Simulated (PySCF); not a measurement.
## A study: C₅H₂F₆O₂, SMILES `O=C(CC(=O)C(F)(F)F)C(F)(F)F`

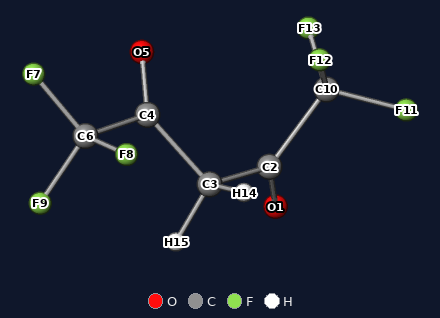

The molecule, with its atoms numbered as below. No frequency check shows the geometry to be a minimum.

Cartesian coordinates (Å):

```
O1       1.9082   -1.9443   -0.5502
C2       1.3695   -0.9963   -0.0723
C3      -0.0703   -0.9464    0.3816
C4      -0.8901    0.0525   -0.4041
O5      -0.5226    0.7529   -1.2910
C6      -2.3793    0.0557    0.0745
F7      -3.1026    0.9824   -0.5322
F8      -2.4543    0.2637    1.3965
F9      -2.9440   -1.1379   -0.1625
C10      2.1563    0.3374    0.1437
F11      3.2909    0.1029    0.8088
F12      1.4552    1.2228    0.8668
F13      2.4698    0.9127   -1.0129
H14     -0.1190   -0.6666    1.4406
H15     -0.5175   -1.9397    0.2666
```

### 1. Bonding charge

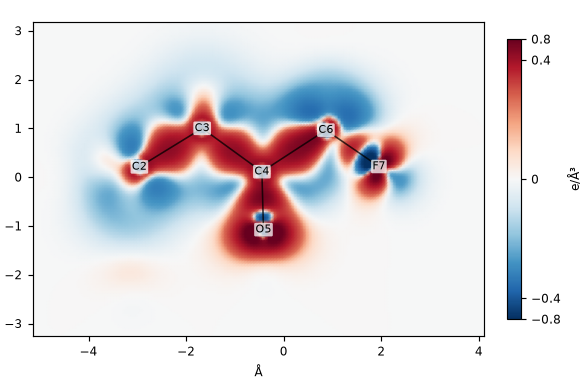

Deformation density (molecule less spherical, spin-averaged free atoms) in the plane of C2, C3, C4, O5, C6 and F7; colour scale in e/Å³, logarithmic beyond ±0.1; red: gain, blue: loss.

PySCF calculation, TPSS/6-31G*, gas phase; geometry: GFN2-xTB.

Q: Describe the bonding that the map shows.

A: C4–O5: +0.59 e/Å³ at the bond critical point (bond length 1.19 Å, Mayer order 2.0). C4–C6: +0.56 e/Å³ at the bond critical point (bond length 1.56 Å, Mayer order 0.8). C2–C3: +0.49 e/Å³ at the bond critical point (bond length 1.51 Å, Mayer order 0.9). C3–C4: +0.47 e/Å³ at the bond critical point (bond length 1.51 Å, Mayer order 0.9). C6–F7: +0.12 e/Å³ at the bond critical point (bond length 1.32 Å, Mayer order 1.0). In all, 3.3 electrons gather in the regions of gain relative to the promolecule. A small or negative value marks a very polar bond, one between electron-rich atoms, whose free-atom densities already overlap strongly, a long bond to a heavier atom, or a closed-shell contact such as a hydrogen bond.

Q: Where do the Hirshfeld charges lie?

A: The highest Hirshfeld charge is on C6 (+0.23 e), the lowest on O1 (−0.18 e).

### 2. Bond critical points

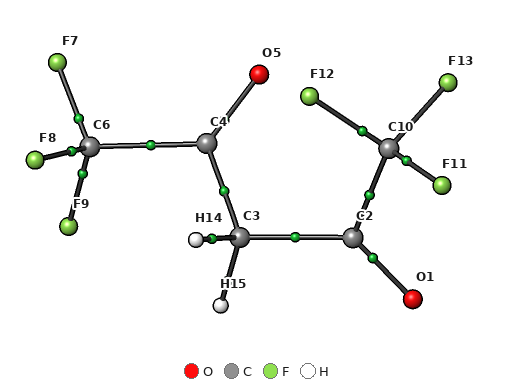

Molecular graph of the electron density (QTAIM): bond paths, bond critical points (green), ring points (magenta, if any); weak paths are dashed.

Q: How many critical points of each kind are there, and does the count close?

A: 15 nuclei, 14 bond, 0 ring and 0 cage critical points: 15 − 14 + 0 − 0 = 1, as the Poincaré–Hopf relation requires.

Q: Tabulate density, Laplacian, ellipticity and energy density at the bond critical points (atomic units).

A:
| bond | length (Å) | ρ (a.u.) | ∇²ρ (a.u.) | ε | H (a.u.) |
| --- | --- | --- | --- | --- | --- |
| C4–O5 | 1.188 | 0.420 | +0.79 | 0.09 | −0.691 |
| O1–C2 | 1.190 | 0.418 | +0.78 | 0.09 | −0.687 |
| C6–F7 | 1.323 | 0.286 | −0.09 | 0.15 | −0.428 |
| C10–F13 | 1.329 | 0.283 | −0.13 | 0.15 | −0.422 |
| C10–F11 | 1.336 | 0.279 | −0.16 | 0.15 | −0.414 |
| C6–F8 | 1.340 | 0.275 | −0.16 | 0.16 | −0.406 |
| C6–F9 | 1.342 | 0.275 | −0.17 | 0.16 | −0.406 |
| C10–F12 | 1.341 | 0.274 | −0.15 | 0.15 | −0.404 |
| C3–H15 | 1.095 | 0.271 | −0.91 | 0.01 | −0.264 |
| C3–H14 | 1.096 | 0.268 | −0.89 | 0.01 | −0.260 |
| C2–C3 | 1.510 | 0.258 | −0.61 | 0.05 | −0.215 |
| C3–C4 | 1.512 | 0.254 | −0.59 | 0.05 | −0.211 |
| C2–C10 | 1.563 | 0.251 | −0.61 | 0.03 | −0.203 |
| C4–C6 | 1.564 | 0.250 | −0.60 | 0.03 | −0.203 |

Q: What kind of interaction is C4–O5?

A: Polar or intermediate (positive Laplacian, negative energy density H): ρ = 0.420, ∇²ρ = +0.79, H = −0.691 a.u.

### 3. Electrostatic potential

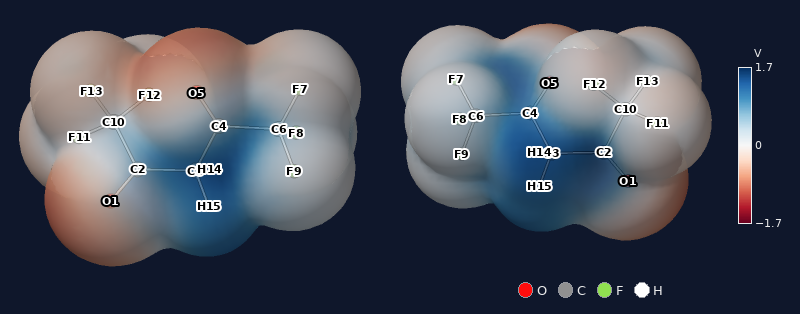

Electrostatic potential on the surface of electron density 0.001 a.u. (back view left, front view right).

Q: Where are the extremes of the potential on the surface?

A: Highest: 1.69 V, near H14 (1.85 Å), C2 (1.89 Å), C10 (2.00 Å) and F11 (2.04 Å). Further maxima include 1.48 V, 1.3 Å from H14; 1.40 V, over C4, off the plane of its three bonds (1.9 Å). Lowest: −0.90 V, 1.7 Å from O1. Further minima include −0.33 V, 1.6 Å from F13; −0.04 V, 1.6 Å from F9. The surface is sampled at points, so like sites can differ by a few per cent and only the strongest of them is named.

Q: What volume does the surface enclose, and what is the dipole moment?

A: About 158 Å³; the dipole moment is 2.3 D.

### 4. In an electric field

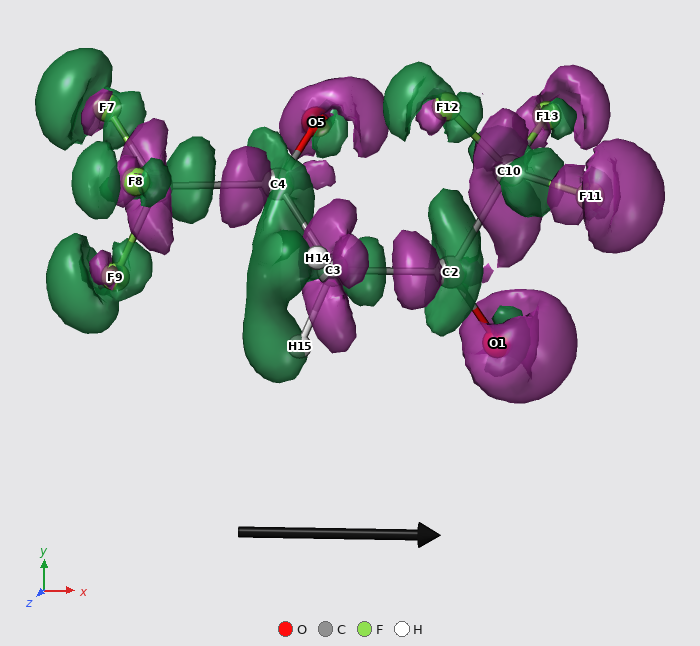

Change of the electron density in a uniform field of 0.51 V/Å along +x (arrow), surfaces at ±0.005 e/Å³ (green: gain, purple: loss).

Computed with PySCF, PBE0/def2-SVP, geometry: GFN2-xTB. A basis without diffuse functions makes polarisabilities too small.

The field was applied in both directions; the picture shows the one opposite to the script's first.

Q: What dipole is induced, and what polarisability does it imply?

A: The induced dipole is 1.54 D (along the field); α along this axis, from the fields in both directions, is 61 bohr³ (9.0 Å³).

### 5. Localised orbitals

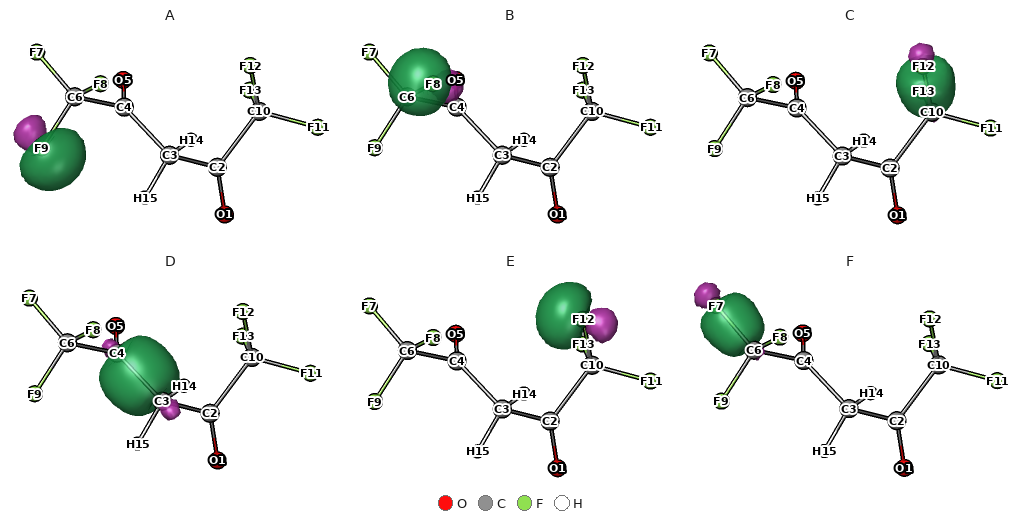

Foster–Boys orbitals, occupied; each surface holds about 80 % of the orbital's density. Energies are diagonal elements of the Fock matrix.

Computed with PySCF, ωB97X/def2-SVP, geometry: GFN2-xTB.

Q: Name the orbitals, with their atomic make-up and energies.

A: By panel:
- A: lone pair on F9 (sp2.7-type) (F9 97 %; −21.1 eV)
- B: lone pair on F8 (sp2.6-type) (F8 98 %; −21.1 eV)
- C: σ bond F12–C10 (F12 69 %, C10 30 %; −27.6 eV)
- D: σ bond C3–C4 (C3 50 %, C4 48 %; −20.0 eV)
- E: lone pair on F12 (sp2.7-type) (F12 97 %; −21.0 eV)
- F: σ bond F7–C6 (F7 69 %, C6 31 %; −27.9 eV)

Q: How do all the valence pairs divide up?

A: 38 pairs: 22 lone pairs, 12 σ bonds and 4 bent bonds.

The PySCF runs shown took 44 s, 51 s and 22 s on 1 thread of AMD EPYC 9R45 96-Core Processor (Zen 5), with other jobs on the host.
